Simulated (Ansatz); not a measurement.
# Formation energy and levels of the hydrogen on a lattice site H_N in Al3GaN4 (Pm), part 2 of 2

Wanted: the transition levels of a hydrogen on a lattice site in Al3GaN4 (Pm), from a cell of 96 host atoms with 1 N taken out and 1 H put in.

Ansatz; place-levels on PBEsol runs: charge-transition levels and formation energies with image-charge correction and potential alignment at the atomic sites.

So far: Starting point; What was run first.

**3. Placing the levels, PBEsol**

A charged cell interacts with its images and the background, and its potential has another zero than the host's. place-levels removes the first by a point-charge model, screened by the static dielectric constant since the ions have relaxed around the charge, and the second by comparing potentials at atoms far from the defect.

The host is a run of the defect-free crystal in the same cutoffs, grids and k-points, so that basis and sampling errors cancel in part in the differences. Its band edges come from a run of the primitive cell that searches the zone for them. The host is run in a cell of 48 atoms on a matching mesh. Chemical potentials are energies per atom of N (N2 molecule) and H (H2 molecule), run with the same functional and cutoff.

File levels.point.yaml:

```yaml
host:
  run: host.point.run
  levels_from: { run: edges.point.run }
states: [qm1_M1.point.run, q0.point.run, qp1_M1.point.run, qp2.point.run, qp3_M1.point.run, q0_M2.point.run]
geometry_from:
  qm1_M1.point.run: qm1_M1.relax.run
  q0.point.run: q0.relax_smeared.run
  qp1_M1.point.run: qp1_M1.relax.run
  qp2.point.run: qp2.relax.run
  qp3_M1.point.run: qp3_M1.relax.run
  q0_M2.point.run: q0_M2.relax.run
  host.point.run: host.relax.run
chemical_potentials:
  "N":
    energy: -378.471758
    dataset: "<sha256 of the dataset>"
  H:
    energy: -15.609288
    dataset: "<sha256 of the dataset>"
epsilon: [4.99, 4.79, 4.8]
static_epsilon: [9.98, 8.63, 8.67]
vertical:
  - { from: qm1_M1.point.run, to: qm1_M1.point_neutral.run }
  - { from: qp1_M1.point.run, to: qp1_M1.point_neutral.run }
  - { from: qp2.point.run, to: qp2.point_neutral.run }
  - { from: qp3_M1.point.run, to: qp3_M1.point_neutral.run }
```

Run with:

```
$ ansatz place-levels levels.point.yaml -- --threads 8 --pin off --max-ram 14131MiB
```

The program printed:

```text
[... repeated set-up lines and file paths are left out, and long positions are rounded to six places ...]
(+3/+2) 0.000 eV above the valence edge (-0.883 eV without the band-filling correction), 3.477 eV under the conduction edge
(+2/+1) 2.412 eV above the valence edge, 1.064 eV under the conduction edge; not on the lower envelope
(+1/0) 2.061 eV above the valence edge, 1.416 eV under the conduction edge; not on the lower envelope
(0/-1) 3.571 eV above the valence edge, in the conduction band
(+2/0) 2.237 eV above the valence edge, 1.240 eV under the conduction edge: charges between them are lowest nowhere
formation energy of charge +3: +1.362 eV with the Fermi level at the valence edge
formation energy of charge +2: +1.362 eV with the Fermi level at the valence edge
formation energy of charge +1: +3.774 eV with the Fermi level at the valence edge
formation energy of charge 0: +5.835 eV with the Fermi level at the valence edge
formation energy of charge -1: +9.406 eV with the Fermi level at the valence edge
vertical -1 to 0: no energy, since no alignment is typed
  the change from vertical[0].from (qm1_M1.point.run) to vertical[0].to (qm1_M1.point_neutral.run): by its potential at epsilon [4.99, 4.79, 4.8] it stands at 0.557 0.489 0.617, with an rms radius of about 2.3 Å (1.5 1.2 1.3 Å across the planes of the cell's [...]
vertical +1 to 0: no energy, since no alignment is typed
  the change from vertical[1].from (qp1_M1.point.run) to vertical[1].to (qp1_M1.point_neutral.run): by its potential at epsilon [4.99, 4.79, 4.8] it stands at 0.587 0.499 0.531, with an rms radius of about 2.2 Å (1.1 1.1 1.6 Å across the planes of the cell's [...]
vertical +2 to 0: no energy, since no alignment is typed
  the change from vertical[2].from (qp2.point.run) to vertical[2].to (qp2.point_neutral.run): by its potential at epsilon [4.99, 4.79, 4.8] it stands at 0.550 0.500 0.588, with an rms radius of about 4.0 Å (2.3 2.2 2.4 Å across the planes of the cell's [...]
vertical +3 to 0: no energy, since no alignment is typed
  the change from vertical[3].from (qp3_M1.point.run) to vertical[3].to (qp3_M1.point_neutral.run): by its potential at epsilon [4.99, 4.79, 4.8] it stands at 0.534 0.500 0.588, with an rms radius of about 4.9 Å (2.8 2.7 3.1 Å across the planes of the cell's [...]
  edges by pbesol of host.levels_from (edges.point.run), its mesh sampled to repeats of 27.09 Å (the valence edge +0.128 eV and the conduction edge -0.782 eV from those of the host's own run), gap 3.477 eV; the host is sampled to repeats of 27.56 Å
  the defect's cells are sampled to repeats of 27.56 Å, like sampling
  charge +3: -81746.1807 eV with its correction of +1.372 eV, at epsilon [9.98, 8.63, 8.67], aligned at sites: -0.2077 eV, mean over 57 atomic sites at or beyond 4.70 Å from the defect at [0.5612, 0.5000, 0.5836], with -0.002564 for the charge's moments and [...]
  states[4] (qp3_M1.point.run): levels filled in part (TS 0.006 eV): its energy is of no whole electron's
  charge +2: -81739.3906 eV with its correction of +0.681 eV, at epsilon [9.98, 8.63, 8.67], aligned at sites: -0.1030 eV, mean over 57 atomic sites at or beyond 4.70 Å from the defect at [0.5612, 0.5000, 0.5836], with -0.002534 for the charge's moments and [...]
  charge +1: -81729.3053 eV with its correction of +0.143 eV, at epsilon [9.98, 8.63, 8.67], aligned at sites: -0.0788 eV, mean over 57 atomic sites at or beyond 4.70 Å from the defect at [0.5612, 0.5000, 0.5836], with -0.006108 for the charge's moments and [...]
  charge 0: +0.000 eV for its dipole among its images, +0.000 omitted
  charge -1: -81708.3276 eV with its correction of +0.253 eV, at epsilon [9.98, 8.63, 8.67], aligned at sites: -0.0316 eV, mean over 57 atomic sites at or beyond 4.70 Å from the defect at [0.5612, 0.5000, 0.5836], with -0.007611 for the charge's moments and [...]
  charge 0: states[5] (q0_M2.point.run) stands 1.014 eV higher, with a moment of 2.00 μB against 0.00
  of states[4] (qp3_M1.point.run): it parts from the run at its places by a charge that spreads by about 2.7 Å along one vector (1.6 Å or more is wide), by its potential at epsilon [4.99, 4.79, 4.8], taken for that of held ions (one typed too small widens [...]
  of states[3] (qp2.point.run): it parts from the run at its places by a charge that spreads by about 2.2 Å along one vector (1.6 Å or more is wide), by its potential at epsilon [4.99, 4.79, 4.8], taken for that of held ions (one typed too small widens it), [...]
  of states[2] (qp1_M1.point.run): its displacements don't fall off away from the defect: farther atoms stand 0.015 Å off the host's places. [...]
  of states[1] (q0.point.run): its displacements don't fall off away from the defect: farther atoms stand 0.016 Å off the host's places. [...]
  of states[0] (qm1_M1.point.run): its displacements don't fall off away from the defect: farther atoms stand 0.014 Å off the host's places. [...]
  of states[5] (q0_M2.point.run): its displacements don't fall off away from the defect: farther atoms stand 0.013 Å off the host's places. [...]
  of vertical[0].from (qm1_M1.point.run): its displacements don't fall off away from the defect: farther atoms stand 0.014 Å off the host's places. [...]
  of vertical[0].to (qm1_M1.point_neutral.run): its displacements don't fall off away from the defect: farther atoms stand 0.014 Å off the host's places. [...]
  of vertical[1].from (qp1_M1.point.run): its displacements don't fall off away from the defect: farther atoms stand 0.015 Å off the host's places. [...]
  of vertical[1].to (qp1_M1.point_neutral.run): its displacements don't fall off away from the defect: farther atoms stand 0.015 Å off the host's places. [...]
  of vertical[2].from (qp2.point.run): it parts from the run at its places by a charge that spreads by about 2.2 Å along one vector (1.6 Å or more is wide), by its potential at epsilon [4.99, 4.79, 4.8], taken for that of held ions (one typed too small widens [...]
  vertical[3].from (qp3_M1.point.run): levels filled in part (TS 0.006 eV): its energy is of no whole electron's
  of vertical[3].from (qp3_M1.point.run): its displacements don't fall off away from the defect: farther atoms stand 0.013 Å off the host's places. [...]
  of vertical[3].to (qp3_M1.point_neutral.run): its displacements don't fall off away from the defect: farther atoms stand 0.013 Å off the host's places. [...]
```

The job ended after 0.88 s (8 threads of Arm Neoverse V1, shared host).

Levels between the charges placed, in eV above the valence top:

```
        gap (eV)  (+3/+2)  (+2/+1)  (+1/0)  (0/−1)
PBEsol      3.48     0.00     2.41    2.06    3.57
```

Corrections by state:

```
charge  moment (μB)  image terms and alignment (eV)  band filling (eV)                               ε used  over the lowest of its charge, as the program ranks them, band filling apart (eV)
    +3          1.0                           1.372             -0.883  principal values (8.63, 8.67, 9.98)                                                                              0.000
    +2          0.0                           0.681                  -  principal values (8.63, 8.67, 9.98)                                                                              0.000
    +1          1.0                           0.143                  -  principal values (8.63, 8.67, 9.98)                                                                              0.000
     0          0.0                           0.000                  -                                    -                                                                              0.000
    −1          1.0                           0.253                  -  principal values (8.63, 8.67, 9.98)                                                                              0.000
     0          2.0                           0.000                  -                                    -                                                                              1.014
```

The charged structures listed were also run neutral, and place-levels reads from each pair, by the potential or the spins, how wide the charge is by which they differ; that can be the carrier of either run.

```
charge  rms radius (Å)  spread where it is widest against the cell (Å)  wide from (Å)  reading
    +3             4.9                                            2.67           1.63     wide
    +2             4.0                                            2.23           1.63     wide
    +1             2.2                                            1.57           1.88   narrow
    −1             2.3                                            1.47           1.75   narrow
```

The neutral runs of these pairs need not share the spin of the lowest neutral state, and very wide values only mean spread over the cell.

From the program's caveats on the states, each cut to its opening words:

- charge +3 (1 μB): it parts from the run at its places by a charge that spreads by about 2.7 Å along one vector (1.6 Å or more is wide), by its potential at epsilon [4.99, 4.79, [...]
- charge +3 (1 μB): a band-filling correction moves a carrier to the host's band edge, which changes its energy by -0.883 eV
- charge +3 (1 μB), 0 (2 μB): its displacements don't fall off away from the defect: farther atoms stand 0.013 Å off the host's places
- charge +2: it parts from the run at its places by a charge that spreads by about 2.2 Å along one vector (1.6 Å or more is wide), by its potential at epsilon [4.99, 4.79, [...]
- charge +1 (1 μB): its displacements don't fall off away from the defect: farther atoms stand 0.015 Å off the host's places
- charge 0: its displacements don't fall off away from the defect: farther atoms stand 0.016 Å off the host's places
- charge −1 (1 μB): its displacements don't fall off away from the defect: farther atoms stand 0.014 Å off the host's places

Chemical potentials of the elements' reference phases, run alike. Formation energies (elemental references), with the Fermi level at the valence top and at the conduction bottom (gap 3.48 eV):

```
charge  at valence top (eV)  at conduction bottom (eV)  correction included (eV)
    +3                 1.36                      11.79                      0.49
    +2                 1.36                       8.31                      0.68
    +1                 3.77                       7.25                      0.14
     0                 5.84                       5.84                      0.00
    −1                 9.41                       5.93                      0.25
```

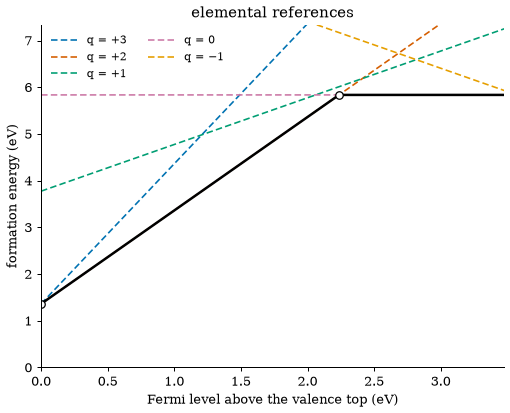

Formation energy against Fermi level; the thick line follows the lowest charge state and circles mark the transition levels.

**4. Outcome**

| Property | Result |
| --- | --- |
| gap of the host | 3.48 eV (PBEsol) |
| level (plus 3/plus 2) | 0.00 eV above the valence top (-0.88 eV above the valence top without the band-filling term) |
| level (plus 2/plus 1) | 2.41 eV above the valence top, not a change between lowest states |
| level (plus 1/0) | 2.06 eV above the valence top, not a change between lowest states |
| level (0/minus 1) | 3.57 eV above the valence top, past the conduction bottom |
| level (plus 2/0) | 2.24 eV above the valence top |
| lowest of the charges placed, just above the valence top (0.02 eV) | +2 |
| lowest of the charges placed, just below the conduction bottom (0.02 eV) | 0 |
| lowest formation energy at mid-gap of the charges run, elemental references | 4.84 eV |

In words: Of the charges placed (−1, 0, +1, +2 and +3), the lowest changes at 2.24 eV (+2/0) above the valence top, in a gap of 3.48 eV. (+2/0) passes over charge +1, which lies 0.18 eV above the two there; a lower structure or spin state of it, if missed, would change that. (0/−1) lies 0.09 eV from a band edge, less than the doubt on such levels. States placed: +3 at 1 μB; +2 at 0 μB; +1 at 1 μB; 0 at 0 μB and 2 μB; −1 at 1 μB. Other spin states or structures, where not listed, weren't placed. The program finds carriers beyond a band edge of the host and adds a band-filling term at charge +3 (-0.88 eV); steps to such a charge show no bound level, and a defect level inside a band would be read the same way. At charge −1 and 0 the atom put in ends up to 1.4 Å from its starting place, so the name tells the start alone and the levels can join different sites. H is taken at its element; compounds, which aren't counted here, bound the chemical potentials and would shift these formation energies. What this leaves open: PBEsol makes the gap too small and tends to spread out bound carriers; where a gas molecule sets a chemical potential or the host's formation energy, its binding is uncorrected.

[Logs are printed without paths, hosts, clocks, repeated set-up lines and the standing remarks that a program may print on its own settings, such as how far it seeks lower states.]

[Hosts, paths, dates, database ids (printed as entryN), source tags and the programs' standing remarks are cut or masked in the printed files.]

[Where a table of states has a column of steps, it counts the stored structures, which are thinned; the runs took as many ionic steps or more.]

[A defect's name tells the site on which it was built; relaxed atoms can leave that site.]

[For some hosts the program warned that the k-mesh of the response run may be too coarse for force constants and the static dielectric constant; such warnings are not shown here.]
